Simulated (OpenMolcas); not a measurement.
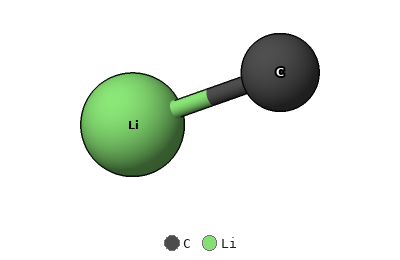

The molecule at the reference distance of 1.877 Å.

Run report: CLi, relativistic diatomic calculation (part 1 of 2)

- system: CLi.
- method: SA-CASSCF(5,8)/XMS-CASPT2 + RASSI spin-orbit (X2C scalar, AMFI), ANO-RCC-VTZP (OpenMolcas)

**Input**
```
&GATEWAY
Coord
2
angstrom
C 0.0 0.0 0.0
Li 0.0 0.0 1.8770
Basis=ANO-RCC-VTZP
Group=XY
RX2C
AMFI
ANGMom
0.0 0.0 0.0
RICD
&SEWARD
&GUESSORB
&RASSCF
FileOrb=$CurrDir/o41.orb
Symmetry=1
Spin=4
nActEl=5 0 0
Inactive=2 0
RAS2=4 4
CIRoot=7 7 1
Linear
Iterations=120 100
OrbListing=Nothing
PRWF=0.15
>>COPY $Project.RasOrb $CurrDir/o41.orb
>>COPY $Project.rasscf.h5 $CurrDir/r41.h5
&CASPT2
XMultistate=all
Imaginary=0.2
IPEA=0.25
MaxIter=40
>>COPY $Project.JobMix JOB001
&RASSCF
CIOnly
FileOrb=$CurrDir/ref.orb
Symmetry=1
Spin=2
nActEl=5 0 0
Inactive=2 0
RAS2=4 4
CIRoot=8 8 1
Linear
Iterations=120 100
OrbListing=Nothing
PRWF=0.15
>>COPY $Project.RasOrb $CurrDir/o21.orb
>>COPY $Project.rasscf.h5 $CurrDir/r21.h5
&CASPT2
XMultistate=all
Imaginary=0.2
IPEA=0.25
MaxIter=40
>>COPY $Project.JobMix JOB002
&RASSCF
FileOrb=$CurrDir/o42.orb
Symmetry=2
Spin=4
nActEl=5 0 0
Inactive=2 0
RAS2=4 4
CIRoot=8 8 1
Linear
Iterations=120 100
OrbListing=Nothing
PRWF=0.15
>>COPY $Project.RasOrb $CurrDir/o42.orb
>>COPY $Project.rasscf.h5 $CurrDir/r42.h5
&CASPT2
XMultistate=all
Imaginary=0.2
IPEA=0.25
MaxIter=40
>>COPY $Project.JobMix JOB003
&RASSCF
CIOnly
FileOrb=$CurrDir/ref.orb
Symmetry=1
Spin=6
nActEl=5 0 0
Inactive=2 0
RAS2=4 4
CIRoot=1 1 1
Linear
Iterations=120 100
OrbListing=Nothing
PRWF=0.15
>>COPY $Project.RasOrb $CurrDir/o61.orb
>>COPY $Project.rasscf.h5 $CurrDir/r61.h5
&CASPT2
XMultistate=all
Imaginary=0.2
IPEA=0.25
MaxIter=40
>>COPY $Project.JobMix JOB004
&RASSI
Nr of JobIphs=4 7 8 8 1
1 2 3 4 5 6 7
1 2 3 4 5 6 7 8
1 2 3 4 5 6 7 8
1
SpinOrbit
EJob
Omega
MEES
MESO
Properties=4
'AngMom' 3 'Mltpl  1' 1 'Mltpl  1' 2 'Mltpl  1' 3
Thrs=1.0d-4
>>COPY $Project.rassi.h5 $CurrDir/so.h5
```

The first orbital files come from an earlier step.

Hardware: 1 thread of Arm Neoverse V1, 24 GiB of memory available, shared host.

Command:
```bash
pymolcas m.inp (one call a module block, same work directory)
```

**The program's output (extracts)**
```
++    Wave function specifications:
      Number of closed shell electrons           4
      Number of electrons in active shells       5
      Number of inactive orbitals                2
      Number of active orbitals                  8
      Number of secondary orbitals              50
      Spin quantum number                      1.5
      State symmetry                             1
++    Orbital specifications:
      Symmetry species                           1   2
                                                 a   b
      Frozen orbitals                            0   0
      Inactive orbitals                          2   0
      Active orbitals                            4   4
      RAS2 orbitals                              4   4
      Secondary orbitals                        26  24
      Number of basis functions                 32  28
      printout of CI-coefficients larger than  0.15 for root  1
      energy=     -45.205257
      conf/sym  1111 2222     Coeff  Weight
             5  2u00 uu00   0.91330 0.83411
             7  2u00 0uu0   0.21409 0.04583
             8  2u00 u00u  -0.21409 0.04583
      printout of CI-coefficients larger than  0.15 for root  2
      energy=     -45.105738
      conf/sym  1111 2222     Coeff  Weight
            17  20u0 uu00   0.86081 0.74099
            53  200u uu00  -0.42416 0.17991
      printout of CI-coefficients larger than  0.15 for root  3
      energy=     -45.071810
      conf/sym  1111 2222     Coeff  Weight
             6  2u00 u0u0   0.26023 0.06772
             7  2u00 0uu0   0.64734 0.41905
             8  2u00 u00u   0.64734 0.41905
             9  2u00 0u0u  -0.26023 0.06772
      printout of CI-coefficients larger than  0.15 for root  4
      energy=     -45.071810
      conf/sym  1111 2222     Coeff  Weight
             6  2u00 u0u0   0.64734 0.41905
             7  2u00 0uu0  -0.26023 0.06772
             8  2u00 u00u  -0.26023 0.06772
             9  2u00 0u0u  -0.64734 0.41905
      printout of CI-coefficients larger than  0.15 for root  5
      energy=     -45.069057
      conf/sym  1111 2222     Coeff  Weight
             6  2u00 u0u0  -0.68326 0.46684
             9  2u00 0u0u  -0.68326 0.46684
      printout of CI-coefficients larger than  0.15 for root  6
      energy=     -45.049773
      conf/sym  1111 2222     Coeff  Weight
             5  2u00 uu00   0.23965 0.05743
             7  2u00 0uu0  -0.59245 0.35100
             8  2u00 u00u   0.59245 0.35100
            11  u200 uu00   0.18880 0.03565
            35  uud0 uu00  -0.33184 0.11012
      printout of CI-coefficients larger than  0.15 for root  7
      energy=     -45.018836
      conf/sym  1111 2222     Coeff  Weight
            17  20u0 uu00   0.43257 0.18712
            53  200u uu00   0.87659 0.76842
      Natural orbitals and occupation numbers for root  1
      sym 1:   1.968925   0.995020   0.021572   0.004618
      sym 2:   0.989483   0.989483   0.015450   0.015450
      Natural orbitals and occupation numbers for root  2
      sym 1:   1.944239   0.080010   0.967427   0.003476
      sym 2:   0.986115   0.986115   0.016309   0.016309
      Natural orbitals and occupation numbers for root  3
      sym 1:   1.956269   0.999258   0.004012   0.000250
      sym 2:   0.521424   0.521424   0.498681   0.498681
      Natural orbitals and occupation numbers for root  4
      sym 1:   1.956269   0.999258   0.004012   0.000250
      sym 2:   0.521424   0.521424   0.498681   0.498681
      Natural orbitals and occupation numbers for root  5
      sym 1:   1.953945   0.999232   0.004606   0.000386
      sym 2:   0.522510   0.522510   0.498405   0.498405
      Natural orbitals and occupation numbers for root  6
      sym 1:   1.791325   1.022895   0.151758   0.004862
      sym 2:   0.721225   0.721225   0.293355   0.293355
      Natural orbitals and occupation numbers for root  7
      sym 1:   1.937116   0.070346   0.001797   0.984824
      sym 2:   0.999600   0.999600   0.003358   0.003358
      RASSCF energy for state  7                    -45.01883579
::    RASSCF root number  1 Total energy:    -45.20525693
::    RASSCF root number  2 Total energy:    -45.10573795
::    RASSCF root number  3 Total energy:    -45.07181034
::    RASSCF root number  4 Total energy:    -45.07181034
::    RASSCF root number  5 Total energy:    -45.06905733
::    RASSCF root number  6 Total energy:    -45.04977268
::    RASSCF root number  7 Total energy:    -45.01883579
      Von Neumann Entropy (Root   1) =  1.72702
++    Wave function specifications:
      Number of closed shell electrons           0
      Number of electrons in active shells       5
      Number of inactive orbitals                0
      Number of active orbitals                  8
      Number of secondary orbitals              50
      Spin quantum number                      1.5
      State symmetry                             1
      Number of CSFs                           252
      Number of CASSCF root(s) available         7
      CASPT2 state passed to geometry opt.       7
      A file JOBMIX will be created
      This is a MULTI-STATE CASSCF reference
      Number of CI roots used                    7
      These are:                                 1   2   3   4   5   6   7
      Off-diagonal elements of Heff are computed
  FINAL CASPT2 RESULT:
      Reference energy:         -45.2052569327
      E2 (Non-variational):      -0.1002965264
      Shift correction:          -0.0027106423
      E2 (Variational):          -0.1030071687
      Total energy:             -45.3082641014
      Reference weight:           0.94509
  FINAL CASPT2 RESULT:
      Reference energy:         -45.1057379501
      E2 (Non-variational):      -0.0724823458
      Shift correction:          -0.0012018800
      E2 (Variational):          -0.0736842258
      Total energy:             -45.1794221759
      Reference weight:           0.96631
  FINAL CASPT2 RESULT:
      Reference energy:         -45.0718103385
      E2 (Non-variational):      -0.0702046215
      Shift correction:          -0.0008234203
      E2 (Variational):          -0.0710280418
      Total energy:             -45.1428383803
      Reference weight:           0.96988
  FINAL CASPT2 RESULT:
      Reference energy:         -45.0718103385
      E2 (Non-variational):      -0.0701730833
      Shift correction:          -0.0008226684
      E2 (Variational):          -0.0709957518
      Total energy:             -45.1428060903
      Reference weight:           0.96991
  FINAL CASPT2 RESULT:
      Reference energy:         -45.0690573309
      E2 (Non-variational):      -0.0705412284
      Shift correction:          -0.0008359992
      E2 (Variational):          -0.0713772275
      Total energy:             -45.1404345584
      Reference weight:           0.96950
  FINAL CASPT2 RESULT:
      Reference energy:         -45.0497726837
      E2 (Non-variational):      -0.0799775398
      Shift correction:          -0.0025629832
      E2 (Variational):          -0.0825405230
      Total energy:             -45.1323132067
      Reference weight:           0.95674
  FINAL CASPT2 RESULT:
      Reference energy:         -45.0188357862
      E2 (Non-variational):      -0.0775127507
      Shift correction:          -0.0013635063
      E2 (Variational):          -0.0788762570
      Total energy:             -45.0977120432
      Reference weight:           0.96205
       Total XMS-CASPT2 energies:
::    XMS-CASPT2 Root  1     Total energy:    -45.31559594
::    XMS-CASPT2 Root  2     Total energy:    -45.18111512
::    XMS-CASPT2 Root  3     Total energy:    -45.14283862
::    XMS-CASPT2 Root  4     Total energy:    -45.14280586
::    XMS-CASPT2 Root  5     Total energy:    -45.14043456
::    XMS-CASPT2 Root  6     Total energy:    -45.12394586
::    XMS-CASPT2 Root  7     Total energy:    -45.09705460
++    Wave function specifications:
      Number of closed shell electrons           4
      Number of electrons in active shells       5
      Number of inactive orbitals                2
      Number of active orbitals                  8
      Number of secondary orbitals              50
      Spin quantum number                      0.5
      State symmetry                             1
      printout of CI-coefficients larger than  0.15 for root  1
      energy=     -45.141778
      conf/sym  1111 2222     Coeff  Weight
            22  2u00 du00   0.40260 0.16209
            23  2u00 ud00   0.69733 0.48626
            28  2u00 0ud0  -0.37576 0.14120
            33  2u00 u00d  -0.37576 0.14120
      printout of CI-coefficients larger than  0.15 for root  2
      energy=     -45.141778
      conf/sym  1111 2222     Coeff  Weight
            21  2u00 2000   0.56936 0.32418
            24  2u00 0200  -0.56936 0.32418
            27  2u00 u0d0  -0.37576 0.14120
            34  2u00 0u0d   0.37576 0.14120
      printout of CI-coefficients larger than  0.15 for root  3
      energy=     -45.131646
      conf/sym  1111 2222     Coeff  Weight
            22  2u00 du00  -0.67022 0.44919
            23  2u00 ud00   0.38695 0.14973
            26  2u00 0du0  -0.17457 0.03048
            28  2u00 0ud0   0.24144 0.05829
            30  2u00 d00u   0.17457 0.03048
            33  2u00 u00d  -0.24144 0.05829
            54  20u0 du00   0.31151 0.09704
            55  20u0 ud00  -0.17985 0.03235
           150  200u du00  -0.21502 0.04623
      printout of CI-coefficients larger than  0.15 for root  4
      energy=     -45.129928
      conf/sym  1111 2222     Coeff  Weight
            21  2u00 2000   0.52822 0.27902
            24  2u00 0200   0.52822 0.27902
            27  2u00 u0d0  -0.42041 0.17674
            34  2u00 0u0d  -0.42041 0.17674
      printout of CI-coefficients larger than  0.15 for root  5
      energy=     -45.101447
      conf/sym  1111 2222     Coeff  Weight
            22  2u00 du00  -0.19993 0.03997
            28  2u00 0ud0   0.31379 0.09846
            33  2u00 u00d  -0.31379 0.09846
            54  20u0 du00  -0.62329 0.38849
            55  20u0 ud00   0.35986 0.12950
           150  200u du00   0.35901 0.12889
           151  200u ud00  -0.20727 0.04296
      printout of CI-coefficients larger than  0.15 for root  6
      energy=     -45.076215
      conf/sym  1111 2222     Coeff  Weight
             1  22u0 0000   0.82540 0.68129
             4  220u 0000  -0.40102 0.16082
            53  20u0 2000   0.22029 0.04853
            56  20u0 0200   0.22029 0.04853
      printout of CI-coefficients larger than  0.15 for root  7
      energy=     -45.054288
      conf/sym  1111 2222     Coeff  Weight
            22  2u00 du00   0.28120 0.07907
            23  2u00 ud00  -0.16235 0.02636
            26  2u00 0du0   0.33951 0.11527
            28  2u00 0ud0   0.52280 0.27332
            30  2u00 d00u  -0.33951 0.11527
            33  2u00 u00d  -0.52280 0.27332
            54  20u0 du00   0.18092 0.03273
      printout of CI-coefficients larger than  0.15 for root  8
      energy=     -45.053045
      conf/sym  1111 2222     Coeff  Weight
            28  2u00 0ud0  -0.27492 0.07558
            33  2u00 u00d  -0.27492 0.07558
            54  20u0 du00   0.39088 0.15279
            55  20u0 ud00   0.67703 0.45837
           150  200u du00  -0.20281 0.04113
           151  200u ud00  -0.35128 0.12340
      Natural orbitals and occupation numbers for root  1
      sym 1:   1.970826   0.990818   0.015958   0.004248
      sym 2:   0.949592   0.949591   0.059483   0.059483
      Natural orbitals and occupation numbers for root  2
      sym 1:   1.970826   0.990818   0.015958   0.004248
      sym 2:   0.949592   0.949592   0.059483   0.059483
      Natural orbitals and occupation numbers for root  3
      sym 1:   1.968373   0.944211   0.070303   0.005708
      sym 2:   0.950508   0.950508   0.055194   0.055194
      Natural orbitals and occupation numbers for root  4
      sym 1:   1.933631   0.993995   0.016123   0.003832
      sym 2:   0.947433   0.947432   0.078777   0.078777
      Natural orbitals and occupation numbers for root  5
      sym 1:   1.948952   0.249047   0.787712   0.002519
      sym 2:   0.891833   0.891833   0.114052   0.114052
      Natural orbitals and occupation numbers for root  6
      sym 1:   1.952237   1.734677   0.991535   0.000315
      sym 2:   0.155799   0.155799   0.004819   0.004819
      Natural orbitals and occupation numbers for root  7
      sym 1:   1.959374   0.951896   0.052174   0.003363
      sym 2:   0.601501   0.601501   0.415096   0.415096
      Natural orbitals and occupation numbers for root  8
      sym 1:   1.949560   0.221635   0.817985   0.000945
      sym 2:   0.912327   0.912327   0.092611   0.092611
      RASSCF energy for state  8                    -45.05304509
::    RASSCF root number  1 Total energy:    -45.14177759
::    RASSCF root number  2 Total energy:    -45.14177759
::    RASSCF root number  3 Total energy:    -45.13164638
::    RASSCF root number  4 Total energy:    -45.12992757
::    RASSCF root number  5 Total energy:    -45.10144677
::    RASSCF root number  6 Total energy:    -45.07621531
::    RASSCF root number  7 Total energy:    -45.05428797
::    RASSCF root number  8 Total energy:    -45.05304509
      Von Neumann Entropy (Root   1) =  1.91947
++    Wave function specifications:
      Number of closed shell electrons           0
      Number of electrons in active shells       5
      Number of inactive orbitals                0
      Number of active orbitals                  8
      Number of secondary orbitals              50
      Spin quantum number                      0.5
      State symmetry                             1
      Number of CSFs                           504
      Number of CASSCF root(s) available         8
      CASPT2 state passed to geometry opt.       8
      A file JOBMIX will be created
      This is a MULTI-STATE CASSCF reference
      Number of CI roots used                    8
      These are:                                 1   2   3   4   5   6   7   8
      Off-diagonal elements of Heff are computed
  FINAL CASPT2 RESULT:
      Reference energy:         -45.1417775932
      E2 (Non-variational):      -0.1047726130
      Shift correction:          -0.0027729509
      E2 (Variational):          -0.1075455639
      Total energy:             -45.2493231571
      Reference weight:           0.94305
  FINAL CASPT2 RESULT:
      Reference energy:         -45.1417775932
      E2 (Non-variational):      -0.1040103996
      Shift correction:          -0.0027342970
      E2 (Variational):          -0.1067446967
      Total energy:             -45.2485222899
      Reference weight:           0.94347
  FINAL CASPT2 RESULT:
      Reference energy:         -45.1316463827
      E2 (Non-variational):      -0.1174352913
      Shift correction:          -0.0032580430
      E2 (Variational):          -0.1206933343
      Total energy:             -45.2523397170
      Reference weight:           0.93543
  FINAL CASPT2 RESULT:
      Reference energy:         -45.1299275691
      E2 (Non-variational):      -0.0953020987
      Shift correction:          -0.0027389167
      E2 (Variational):          -0.0980410154
      Total energy:             -45.2279685845
      Reference weight:           0.94738
  FINAL CASPT2 RESULT:
      Reference energy:         -45.1014467671
      E2 (Non-variational):      -0.0745244585
      Shift correction:          -0.0016637529
      E2 (Variational):          -0.0761882114
      Total energy:             -45.1776349786
      Reference weight:           0.96291
  FINAL CASPT2 RESULT:
      Reference energy:         -45.0762153083
      E2 (Non-variational):      -0.0825914202
      Shift correction:          -0.0013565250
      E2 (Variational):          -0.0839479452
      Total energy:             -45.1601632535
      Reference weight:           0.96219
  FINAL CASPT2 RESULT:
      Reference energy:         -45.0542879734
      E2 (Non-variational):      -0.0728SPIN-FREE ENERGIES:
  (Shifted by EMIN (a.u.) =        -45.3155959415)
 SF State       Relative EMIN(au)   Rel lowest level(eV)    D:o, cm**(-1)      Abs_M
     1             0.0000000000        0.0000000000              0.0000         0.0
     8             0.0670280027        1.8239248715          14710.9462         2.0
     9             0.0670811179        1.8253702077          14722.6036         2.0
    10             0.0716115311        1.9486490330          15716.9144         0.0
    11             0.0877211180        2.3870132247          19252.5600         0.0
    16             0.1122637437        3.0548520904          24639.0438         1.0
    17             0.1122637453        3.0548521345          24639.0441         1.0
     2             0.1344808202        3.6594095416          29515.1284         0.0
    12             0.1366335896        3.7179893820          29987.6067         0.0
    13             0.1553389354        4.2269877689          34092.9556         0.0
     3             0.1727573264        4.7009663365          37915.8505         2.0
     4             0.1727900861        4.7018577716          37923.0404         2.0
     5             0.1751613811        4.7663839971          38443.4796         0.0
    14             0.1802844348        4.9057893886          39567.8599         0.0
    15             0.1817838460        4.9465904464          39896.9426         0.1
    18             0.1911099326        5.2003661919          41943.7820         1.0
    19             0.1911099367        5.2003663030          41943.7829         1.0
     6             0.1916500837        5.2150644515          42062.3315         0.0
    20             0.1966514594        5.3511588183          43160.0066         1.0
    21             0.1966514594        5.3511588183          43160.0066         1.0
     7             0.2185413369        5.9468127298          47964.2794         0.0
    24             0.2644014463        7.1947298801          58029.4100         0.0
    22             0.2712108069        7.3800220201          59523.8919         1.0
    23             0.2712108093        7.3800220849          59523.8924         1.0
```

(Continued in part 2.) Outcome of the run: converged; components of a degenerate state are split by 12 cm⁻¹.
